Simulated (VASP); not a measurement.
Band structure of Y (hcp). Computed with LDA (Ceperley-Alder, Perdew-Zunger), VASP's LDA PAW potentials (set 64) (plane waves; VASP).

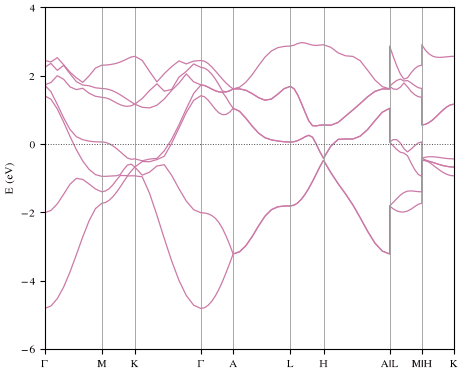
*Bands along high-symmetry lines, zero at the valence-band maximum or, without a gap, the Fermi level*

### Question
Read the plot: is there a gap, and where are the band edges?

### Answer
It has no gap at this level: it comes out as a metal or semimetal. (Edges off the drawn lines would not show.)

The compound is Y in the hcp structure. It was relaxed first, which changed the volume by -10 %.
